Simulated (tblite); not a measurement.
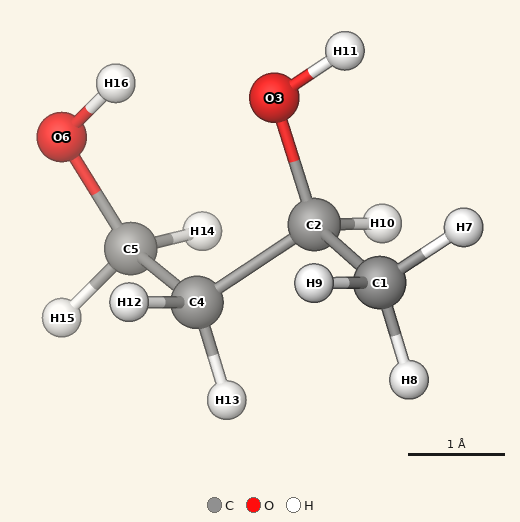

*The structure as given in the input (ball-and-stick view, seen at a tilt; atoms are numbered from 1 in the order of the input).*

Bond lengths as drawn: C–C 1.53 Å, C–H 1.09 to 1.10 Å, C–O 1.40 to 1.42 Å and H–O 0.96 to 0.97 Å.

**Molecular dynamics, with input and output: C4H10O2 (part 1 of 2)**

The run: molecular dynamics of C4H10O2 (1,3-butanediol). Method and program: GFN2-xTB Langevin dynamics, gas phase (tblite 0.8.0).

The program's output
```
t/fs     T/K      E/eV
    0.0   244.0   -592.85351
   25.0   153.5   -592.64222
   50.0   171.0   -592.41637
   75.0   252.6   -592.52178
  100.0   232.5   -592.49876
  125.0   221.7   -592.43464
  150.0   194.1   -592.53260
  175.0   210.2   -592.50946
  200.0   220.8   -592.38992
  225.0   311.9   -592.37080
  250.0   225.8   -592.28836
  275.0   365.4   -592.52603
  300.0   288.1   -592.31340
  325.0   311.1   -592.41754
  350.0   308.0   -592.35485
  375.0   385.1   -592.28603
  400.0   212.7   -591.99557
  425.0   431.3   -592.32210
  450.0   393.2   -592.23125
  475.0   303.1   -592.03083
  500.0   343.0   -592.19625
  525.0   310.5   -592.21009
  550.0   309.6   -592.24945
  575.0   279.6   -592.42360
  600.0   283.5   -592.40441
  625.0   293.5   -592.45531
  650.0   272.0   -592.44531
  675.0   270.7   -592.32930
  700.0   260.6   -592.24695
  725.0   380.3   -592.40038
  750.0   319.2   -592.39277
  775.0   340.8   -592.47391
  800.0   427.8   -592.43794
  825.0   318.7   -592.23299
  850.0   283.6   -592.30664
  875.0   417.1   -592.51663
  900.0   316.3   -592.20269
  925.0   521.4   -592.52158
  950.0   371.7   -592.28307
  975.0   373.0   -592.39806
 1000.0   242.9   -592.32128
```

Trajectory as extended XYZ (Å, eV, eV/Å), 29 of the 41 frames kept, from step=0 to step=40
```
16
Properties=species:S:1:pos:R:3:forces:R:3 step=0 time_fs=0.0 energy=-592.85351 temperature=244.0
C    -1.9794    0.3386   -0.1775    0.0000   0.0001   0.0002
C    -0.6204   -0.1743    0.2958   -0.0077   0.0037  -0.0005
O    -0.1807    0.5395    1.4422   -0.0029  -0.0026  -0.0063
C     0.4388   -0.0154   -0.7991   -0.0047   0.0009  -0.0004
C     1.8087   -0.5482   -0.3699    0.0018   0.0004   0.0011
O     2.4602    0.2971    0.5393    0.0024  -0.0015   0.0038
H    -2.7300    0.2111    0.6018    0.0048  -0.0031  -0.0047
H    -2.3019   -0.2074   -1.0595    0.0011   0.0029   0.0057
H    -1.9089    1.3960   -0.4233   -0.0068  -0.0048  -0.0008
H    -0.7082   -1.2444    0.5532    0.0051   0.0075   0.0013
H    -0.8888    0.5474    2.0944    0.0045   0.0028   0.0041
H     0.5389    1.0435   -1.0429    0.0022   0.0011  -0.0015
H     0.1035   -0.5521   -1.6867   -0.0027  -0.0007  -0.0045
H     1.6890   -1.5566    0.0590   -0.0005  -0.0019   0.0021
H     2.4673   -0.6232   -1.2396    0.0046   0.0007  -0.0024
H     1.8042    0.5574    1.2015   -0.0012  -0.0053   0.0028
16
Properties=species:S:1:pos:R:3:forces:R:3 step=1 time_fs=25.0 energy=-592.64222 temperature=153.5
C    -1.9890    0.2500   -0.2171   -0.7877   0.9205  -0.0407
C    -0.6458   -0.1853    0.3031    0.3536  -0.8115   0.3647
O    -0.2023    0.5293    1.4560    0.3983   0.2617  -0.4823
C     0.4317   -0.0327   -0.7694   -1.0424   1.5234  -1.0669
C     1.7788   -0.5596   -0.4136    0.0527  -0.8851   1.2946
O     2.4711    0.2333    0.5280    0.2556  -0.2159  -0.5724
H    -2.7659    0.1025    0.5349    0.1367   0.4514   0.2849
H    -2.3790   -0.3263   -1.0467    0.5370  -0.1909  -0.3484
H    -1.9226    1.3101   -0.5372   -0.2743  -0.5486   0.3178
H    -0.7164   -1.2559    0.5631    0.0481  -0.0790   0.1154
H    -0.8400    0.6099    2.1656   -0.4454  -0.2553  -0.1414
H     0.5379    1.0604   -0.9587   -0.0262  -0.4165   0.0951
H     0.0508   -0.4484   -1.7278    0.2814  -0.0728   0.6276
H     1.6474   -1.5916   -0.0097    0.1679   0.2275  -0.0365
H     2.3811   -0.6286   -1.2859    0.7312  -0.0017  -0.7847
H     1.8154    0.6369    1.0934   -0.3866   0.0929   0.3733
16
Properties=species:S:1:pos:R:3:forces:R:3 step=3 time_fs=75.0 energy=-592.52178 temperature=252.6
C    -2.1663    0.3675   -0.0890    1.5748  -0.3222  -2.1445
C    -0.7845   -0.2057    0.3358   -1.2506  -0.9973   0.1981
O    -0.4013    0.4616    1.5011    2.0714   0.4198  -0.3649
C     0.3022   -0.0753   -0.7426   -0.1286   0.4825   0.3815
C     1.7083   -0.5760   -0.3211   -0.7202  -0.3949  -0.8753
O     2.3262    0.1231    0.6952    1.8804   0.1408  -1.0414
H    -2.9748    0.1842    0.5392   -0.9068  -0.4454   1.4366
H    -2.4457   -0.0371   -1.0643    0.0685  -0.1832  -0.0341
H    -2.0693    1.4224   -0.2534    0.1264   0.6589   0.1555
H    -0.9114   -1.3041    0.5535    0.0184   0.4825  -0.0248
H    -1.0617    0.4804    2.1615   -1.1832  -0.1629   0.7338
H     0.3186    0.9776   -0.9989    0.3550   0.3052  -0.1485
H    -0.0149   -0.6267   -1.6199   -0.0391  -0.1649  -0.1004
H     1.5696   -1.6167    0.0231    0.1706  -0.1374  -0.3665
H     2.3678   -0.5333   -1.2435   -0.5160  -0.1538   1.0484
H     1.7121    0.4306    1.3194   -1.5208   0.4724   1.1466
16
Properties=species:S:1:pos:R:3:forces:R:3 step=4 time_fs=100.0 energy=-592.49876 temperature=232.5
C    -2.1731    0.4670   -0.1135    0.0356  -0.4777  -0.4908
C    -0.8290   -0.1933    0.3109   -2.3901   0.1383   1.6947
O    -0.4143    0.4065    1.5590    0.1113  -0.2783  -0.7136
C     0.1933   -0.0691   -0.7164    1.9879   1.0294  -1.1013
C     1.5676   -0.6195   -0.1996    0.2011   0.4900  -1.0233
O     2.2087    0.1100    0.8221   -0.9805   0.3004   0.2390
H    -3.0315    0.2103    0.5076    0.2253  -0.4264   0.0925
H    -2.4053    0.1901   -1.1520    0.0404   0.0238   0.3752
H    -2.1246    1.5422   -0.0669    0.4232   0.4134  -0.0881
H    -0.9842   -1.2566    0.4913   -0.3385  -0.4262   0.2696
H    -1.2218    0.6364    2.0127   -0.1548   0.1030   0.3446
H     0.2597    1.0197   -0.9159    0.4316  -0.4594  -0.2779
H    -0.0829   -0.6024   -1.6541    0.1735   0.3335   0.7051
H     1.3840   -1.6314    0.1727    0.1212  -0.2767  -0.2735
H     2.2659   -0.6125   -1.1010   -0.5693  -0.2140   1.1953
H     1.5368    0.3078    1.5337    0.6820  -0.2732  -0.9475
16
Properties=species:S:1:pos:R:3:forces:R:3 step=6 time_fs=150.0 energy=-592.53260 temperature=194.1
C    -2.1570    0.4970   -0.1944    0.3424   1.0375   1.5239
C    -0.9781   -0.1952    0.4656    0.8507  -0.9216  -0.6162
O    -0.5875    0.3587    1.7084    0.3806   0.1574  -0.5309
C     0.2133   -0.1343   -0.5587   -0.4086   0.0071   1.3174
C     1.4624   -0.8214   -0.0307   -0.3202   1.6811   1.7907
O     2.1659    0.0563    0.8782    0.1024  -0.9296  -0.8628
H    -3.0892    0.3372    0.3115   -0.5371  -0.6699   0.0840
H    -2.1733    0.2343   -1.2133   -0.3647  -0.1503  -0.9826
H    -2.0111    1.5705   -0.0513    0.2372   0.1171  -0.4877
H    -1.1598   -1.2827    0.5991   -0.3091   0.2142   0.1371
H    -1.3472    0.4594    2.2757   -0.3664  -0.0294   0.1588
H     0.3848    0.9137   -0.7475    0.2867   0.2364  -0.3763
H    -0.0746   -0.6821   -1.4246   -0.4319  -0.0883  -0.8242
H     1.1476   -1.7200    0.4782    0.0374  -0.5313   0.3952
H     2.1511   -1.0618   -0.7833    0.9202  -0.2705  -1.1388
H     1.5005    0.5433    1.3550   -0.4196   0.1401   0.4124
16
Properties=species:S:1:pos:R:3:forces:R:3 step=7 time_fs=175.0 energy=-592.50946 temperature=210.2
C    -2.1283    0.5856   -0.1621    0.5653   0.4700  -0.8886
C    -1.0076   -0.2018    0.5063   -0.0883  -0.9535  -1.4596
O    -0.6245    0.3635    1.7017    1.7326   0.4561   0.0963
C     0.1830   -0.2532   -0.4924   -0.5983   0.1341   0.0955
C     1.4679   -0.8900    0.0330    0.2494   0.4753   0.1433
O     2.2445   -0.0335    0.8685   -0.4301  -0.7763  -0.3809
H    -2.9748    0.5068    0.4441   -1.5654  -0.1557   0.7997
H    -2.3321    0.1652   -1.1446   -0.0829   0.0286   0.0604
H    -1.9429    1.6623   -0.2844    0.4024  -0.3948   0.0677
H    -1.4180   -1.2185    0.6962    0.2833   0.0077  -0.1318
H    -1.3548    0.3434    2.2831   -1.0862   0.0868   0.9642
H     0.3407    0.8165   -0.6589    0.3872  -0.2183  -0.5574
H    -0.1225   -0.8034   -1.4280    0.1892   0.7370   0.9334
H     1.1906   -1.8659    0.4827    0.4459   0.3587   0.1414
H     2.1522   -1.0226   -0.7986   -0.0161  -0.4437  -0.2930
H     1.6915    0.2541    1.5900   -0.3880   0.1881   0.4095
16
Properties=species:S:1:pos:R:3:forces:R:3 step=9 time_fs=225.0 energy=-592.37080 temperature=311.9
C    -2.1868    0.4510   -0.1085   -0.9711   1.3115   0.6327
C    -0.9634   -0.2799    0.5040   -2.0779  -0.2802  -0.4697
O    -0.6273    0.2976    1.7330   -0.8008   0.1491   0.5104
C     0.1712   -0.2039   -0.4735    0.5299  -0.9109  -0.0689
C     1.3751   -0.9317    0.1527    0.7529  -2.0579  -0.2178
O     2.1465   -0.1371    0.9927    0.0660   0.2877  -0.0560
H    -3.1006    0.4980    0.5634    1.2571  -0.0006  -0.1109
H    -2.6461    0.0324   -0.9990    0.7381  -0.2567  -0.2665
H    -1.8765    1.5160   -0.3247   -0.4155  -1.0790   0.1776
H    -1.2632   -1.3818    0.6143    0.4136   0.9740   0.1888
H    -1.4825    0.5355    2.1537    0.8399  -0.1363  -0.0758
H     0.4950    0.8132   -0.7325   -0.2575  -0.2538   0.2111
H    -0.2404   -0.7124   -1.3618    0.7152   0.1579   0.0622
H     1.1418   -1.9139    0.7322   -0.5362   1.3247  -0.6975
H     2.0583   -1.3350   -0.6265   -0.1513   0.6199   0.0625
H     1.5590    0.1683    1.6921   -0.1024   0.1506   0.1178
16
Properties=species:S:1:pos:R:3:forces:R:3 step=10 time_fs=250.0 energy=-592.28836 temperature=225.8
C    -2.2450    0.4709   -0.0907   -0.0380   0.1137  -0.8278
C    -1.0877   -0.2732    0.5292    0.7575   0.2372  -0.2918
O    -0.5858    0.3359    1.7312   -0.3933  -0.6535  -0.8345
C     0.0854   -0.2260   -0.4364    2.3368   0.8759   3.0542
C     1.3009   -0.9771    0.1887   -0.3015  -0.5156   0.5455
O     1.9864   -0.1557    1.1100    0.1157   0.0909  -0.6251
H    -3.0849    0.3282    0.5244   -1.2143   0.4031   1.0555
H    -2.5540   -0.0284   -1.0195    0.4669   0.3176  -0.0243
H    -2.0311    1.5360   -0.2734   -0.1015  -0.5559   0.1315
H    -1.4114   -1.3398    0.6454    0.3640   0.5470   0.4520
H    -1.3162    0.4643    2.3169   -0.6240   0.1512   0.6432
H     0.5271    0.7977   -0.4898   -0.7672  -0.3156  -0.0685
H    -0.1993   -0.5126   -1.3662   -0.5681  -1.1688  -2.5838
H     1.0980   -1.8903    0.7643   -1.0258  -0.1536  -0.1049
H     1.9605   -1.3562   -0.5582    0.8689   0.3751  -0.8398
H     1.2620    0.1739    1.6531    0.1238   0.2513   0.3183
16
Properties=species:S:1:pos:R:3:forces:R:3 step=11 time_fs=275.0 energy=-592.52603 temperature=365.4
C    -2.2959    0.4982    0.0151   -0.7646  -0.9024   1.0084
C    -1.1386   -0.2957    0.5821    2.1616   1.8120  -0.6644
O    -0.6142    0.3717    1.7701   -0.3977  -0.6706  -0.7698
C     0.1015   -0.3052   -0.4367   -1.2479  -0.8169   1.4900
C     1.2779   -0.9790    0.2312    0.6189  -1.3484  -0.5010
O     1.9257   -0.2295    1.1781   -0.4109   1.6883   1.2513
H    -3.1173    0.4026    0.7426    0.0507   0.3229  -0.2022
H    -2.6524    0.0709   -0.8958   -0.0634  -0.2688  -0.6465
H    -2.0573    1.5193   -0.1341    0.2867   0.8435  -0.0668
H    -1.4337   -1.3106    0.7580   -0.0763  -0.6358   0.4624
H    -1.3055    0.5499    2.4101   -0.2793  -0.0920  -0.0260
H     0.4246    0.6852   -0.6488   -0.1783   0.8352  -0.4339
H    -0.2000   -0.8803   -1.3003   -0.0420   0.1532  -0.3274
H     0.9706   -1.9160    0.6995   -0.4405  -0.4676   0.0957
H     2.0544   -1.2864   -0.4993   -0.2639   0.3417  -0.0200
H     1.2116    0.2684    1.6897    1.0469  -0.7943  -0.6496
16
Properties=species:S:1:pos:R:3:forces:R:3 step=13 time_fs=325.0 energy=-592.41754 temperature=311.1
C    -2.5239    0.5135    0.2015    2.0833   0.0944   0.2508
C    -1.2404   -0.2268    0.7356   -0.7383   0.0685  -0.1459
O    -0.6668    0.4202    1.8552   -0.8436   0.3051   0.3286
C    -0.1572   -0.3141   -0.3006    1.8519   1.1395  -0.7303
C     1.1206   -1.1266    0.2044   -0.0299   0.5441  -0.6818
O     1.8601   -0.4509    1.2193   -1.5509   0.2409   0.1976
H    -3.3016    0.5405    0.9503   -0.2392  -0.3009  -0.1572
H    -2.7419    0.0137   -0.7249   -0.7467  -0.0796  -0.0648
H    -2.2344    1.5478   -0.0364   -0.1286  -0.2507   0.0735
H    -1.4932   -1.2532    0.9895   -0.4603  -0.3839   0.4261
H    -1.4106    0.8422    2.3109    0.3919  -0.0500   0.1860
H     0.2184    0.7393   -0.3774   -0.1381  -0.6091  -0.3448
H    -0.5631   -0.5977   -1.3041    0.6031  -0.1988   0.9305
H     0.7658   -2.1022    0.5831    0.2463   0.1030  -0.1990
H     1.8887   -1.2533   -0.6337   -1.1936  -0.0173   0.8805
H     1.1965   -0.0554    1.8640    0.8929  -0.6051  -0.9498
16
Properties=species:S:1:pos:R:3:forces:R:3 step=14 time_fs=350.0 energy=-592.35485 temperature=308.0
C    -2.5537    0.4801    0.2689    2.4908  -0.0559  -0.1722
C    -1.2517   -0.1805    0.8526   -1.8401   0.0056  -0.3682
O    -0.8278    0.5380    1.9853    0.4595  -0.3476  -0.3656
C    -0.2219   -0.2458   -0.2158    1.7760   1.1642  -0.0101
C     0.9793   -1.1600    0.1978   -1.7691   0.7276   0.9871
O     1.7245   -0.6044    1.2407   -0.0925   0.3209   0.1639
H    -3.2789    0.3110    0.9839   -1.8510  -0.1381   1.0304
H    -2.7523    0.0379   -0.6761   -0.5205  -0.4170  -0.5517
H    -2.3788    1.5283    0.1106    0.0046   0.4952   0.0469
H    -1.5763   -1.2031    1.1153    0.2513  -0.0966   0.3161
H    -1.6477    0.7368    2.4136   -0.3706   0.4121   0.8349
H     0.0513    0.8313   -0.4100    0.3010  -1.0404   0.0133
H    -0.6733   -0.6392   -1.0932   -0.2219  -0.3928  -0.8210
H     0.4277   -2.0509    0.6121    0.9104  -0.0725  -0.7936
H     1.6704   -1.2840   -0.6026    0.2084  -0.6715  -0.6406
H     1.0607   -0.1585    1.7845    0.2638   0.1068   0.3303
16
Properties=species:S:1:pos:R:3:forces:R:3 step=16 time_fs=400.0 energy=-591.99557 temperature=212.7
C    -2.7295    0.3415    0.3732   -0.3947   1.5805  -0.6650
C    -1.5094   -0.1796    1.0259    2.2181  -1.4593   0.0185
O    -0.9467    0.6097    2.1101   -0.9023  -0.0627  -0.2935
C    -0.3247   -0.2393   -0.0618   -1.2258  -1.5240   0.7091
C     0.8060   -1.2133    0.2717    0.6100   0.2374   0.9719
O     1.6783   -0.8828    1.3905   -2.3950   1.5044   0.2735
H    -3.4175    0.6658    1.2075    0.2792  -0.0823  -1.4829
H    -3.1618   -0.3425   -0.3677   -0.1687  -0.2631   0.9186
H    -2.3521    1.1353   -0.3232   -0.8706   0.2582   1.0461
H    -1.7390   -1.2028    1.4260    0.4148   0.4164  -0.1238
H    -1.6073    0.8926    2.7905    0.4470  -0.5295  -0.9828
H     0.0746    0.7231   -0.0542    0.6546   1.7299  -0.0905
H    -0.6332   -0.4754   -1.1243   -0.2335   0.1126   1.3449
H     0.3934   -2.2140    0.5039    0.3104   0.2203  -0.5740
H     1.4697   -1.1227   -0.5875    0.1026  -0.8520  -0.1413
H     1.1209   -0.2424    1.9619    1.1537  -1.2870  -0.9290
16
Properties=species:S:1:pos:R:3:forces:R:3 step=17 time_fs=425.0 energy=-592.32210 temperature=431.3
C    -2.7761    0.3170    0.4517   -0.2979  -0.3457  -1.3106
C    -1.4553   -0.1483    1.0237   -0.0966  -1.0257  -0.5009
O    -1.0424    0.6468    2.0698    1.5394   0.5993   0.4161
C    -0.3034   -0.2584   -0.0042   -2.2743  -0.2224  -1.0334
C     0.7053   -1.2787    0.3154    1.7385  -1.0314   0.5958
O     1.5946   -0.9949    1.4010   -0.3307  -0.4224  -0.9515
H    -3.4079    0.5826    1.3132   -0.0350   0.2893  -0.8061
H    -3.2221   -0.5432   -0.0832   -0.0621   0.3608   0.3998
H    -2.6460    1.0688   -0.3568   -0.2473   0.0637   1.0631
H    -1.7005   -1.1494    1.4221    0.4139  -0.2899   0.0604
H    -1.7919    1.0082    2.5120   -0.7351   0.3550   0.5453
H     0.0990    0.7211   -0.1669    0.3637   0.5110  -0.0279
H    -0.7314   -0.6339   -0.9804    0.0588   0.6281   0.7699
H     0.2527   -2.2393    0.5413   -0.3656  -0.3165   0.0430
H     1.3068   -1.4215   -0.5801    0.4550  -0.1136  -0.1890
H     1.2153   -0.2024    1.7372   -0.1247   0.9603   0.9261
16
Properties=species:S:1:pos:R:3:forces:R:3 step=19 time_fs=475.0 energy=-592.03083 temperature=303.1
C    -2.7743    0.2680    0.4204    0.8324   0.9948   0.2156
C    -1.4161   -0.2220    1.0697   -1.9440  -0.0415   0.5202
O    -0.9768    0.7240    2.0666    0.1411  -0.8728  -0.9355
C    -0.3765   -0.3396   -0.0514    1.3175   0.4541   1.2987
C     0.6255   -1.4855    0.2857    0.8789  -0.5026  -0.6789
O     1.4914   -1.1129    1.3389   -1.2613   0.1461   1.1374
H    -3.6130    0.1913    1.0641   -0.6143  -0.3659   1.2131
H    -3.0948   -0.3346   -0.4443    0.7067   0.7062   0.0352
H    -2.6943    1.3893    0.2974    0.1064  -1.2761  -0.7700
H    -1.7119   -1.2164    1.6026    0.9188   1.0735  -0.8053
H    -1.7033    0.9040    2.6571   -0.3029   0.0713   0.2381
H     0.2207    0.6473   -0.0581   -0.8076  -1.4275  -0.0230
H    -0.9409   -0.4100   -0.9614    0.3317  -0.4402  -0.5474
H     0.1818   -2.5011    0.4307   -0.6356   0.7693   0.6421
H     1.3625   -1.7909   -0.4911   -0.3859   1.0294  -0.3066
H     0.9442   -0.8233    2.1305    0.7181  -0.3179  -1.2335
16
Properties=species:S:1:pos:R:3:forces:R:3 step=20 time_fs=500.0 energy=-592.19625 temperature=343.0
C    -2.7385    0.3137    0.5108   -1.5307   1.7111   0.1485
C    -1.4477   -0.1909    0.9970   -0.8445  -1.6662   2.5283
O    -1.0052    0.7044    1.9843    0.8202   0.1058   0.7231
C    -0.4074   -0.3868   -0.0260    1.0610  -1.0168  -1.9400
C     0.6414   -1.4880    0.3043   -0.3944  -0.4477  -1.1419
O     1.4802   -1.2452    1.3516    0.8535   0.4825   1.1533
H    -3.5587    0.2275    1.2171    0.0168  -0.4812   0.5450
H    -3.0548   -0.1997   -0.3435   -0.4168  -0.3804  -1.4940
H    -2.6927    1.4009    0.3941    0.2162  -0.0496  -0.7792
H    -1.7258   -1.2167    1.4691    0.7536   0.8679  -0.2322
H    -1.7583    1.0792    2.4569    0.0948  -0.1478  -0.0409
H     0.0905    0.5605   -0.2250    0.1483   0.0299   0.0254
H    -0.9298   -0.7039   -0.9618    0.5217   0.1692   0.4497
H     0.1798   -2.4676    0.4278   -0.9600  -0.2096   0.4418
H     1.3540   -1.7291   -0.4781   -0.0387   0.6247  -1.0611
H     1.0220   -0.6742    1.9572   -0.3008   0.4082   0.6743
16
Properties=species:S:1:pos:R:3:forces:R:3 step=21 time_fs=525.0 energy=-592.21009 temperature=310.5
C    -2.8579    0.3701    0.4875   -0.6378   0.7283  -0.6769
C    -1.5331   -0.1615    0.9718    0.7201  -0.7993   1.4383
O    -0.9368    0.6558    2.0212   -0.0906  -0.1762  -0.4110
C    -0.4100   -0.3901   -0.0953   -1.9882  -1.9275  -0.3632
C     0.6257   -1.4597    0.2383    0.1100  -0.0009   0.5605
O     1.4866   -1.2651    1.3337   -0.8302   1.4309   0.7046
H    -3.6591    0.6227    1.2235    0.8918  -0.8517  -0.0440
H    -3.3001   -0.2548   -0.3094    0.3045   0.1621   0.5428
H    -2.6377    1.3305    0.0616    0.0426   0.6618  -0.6589
H    -1.7204   -1.1384    1.4504    0.0128  -0.0915   0.0487
H    -1.4914    1.3803    2.3480   -0.1017  -0.4475  -0.4488
H     0.0327    0.5048   -0.2656    1.4805   2.8223  -0.4503
H    -0.8608   -0.7138   -1.0669    0.0470   0.1451   0.7089
H     0.0731   -2.3388    0.4769   -0.6319  -1.2536  -0.1546
H     1.3190   -1.6430   -0.5597    0.0013  -0.0739  -0.8911
H     0.9407   -0.6967    1.9180    0.6697  -0.3283   0.0950
```
